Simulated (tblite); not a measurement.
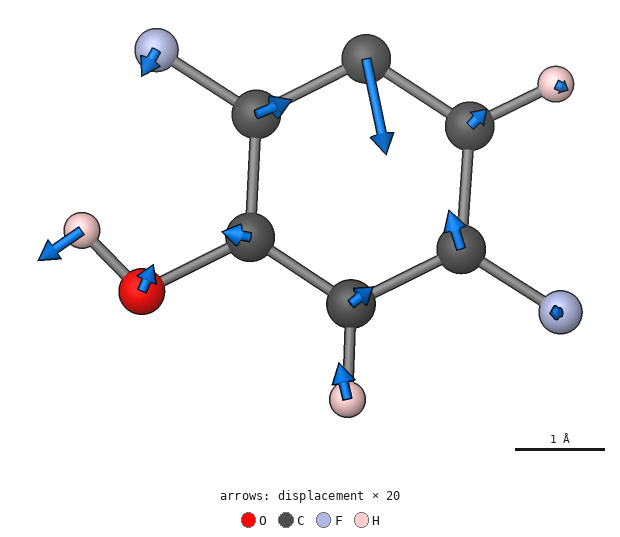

This is a relaxation of C$_{6}$H$_{3}$F$_{2}$O (multiplicity 2). The starting structure is drawn; blue arrows show the displacements, 20 times their true length. The two geometries are superimposed by the best rigid fit.

A ball-and-stick model, seen face on.

Theory: tblite, GFN2-xTB geometry optimisation, gas phase. 

Q: What did the optimiser do to the structure, and how much energy did it gain?

A: After 16 geometry steps the energy has fallen by 13.0 kJ/mol. The atom that moves furthest after the best rigid fit is a C atom (0.057 Å). Largest moves by element: C 0.057 Å, H 0.031 Å, F 0.018 Å, O 0.017 Å. Near-neighbour distances that change, for instance: C–C 1.396 → 1.360 Å, C–O 1.374 → 1.347 Å, C–C 1.369 → 1.389 Å, C–F 1.330 → 1.343 Å. Among the angles between lasting bonds that change: C–C–C 119.7° → 124.2°, C–C–F 119.9° → 123.7°, C–C–F 120.1° → 117.0°.
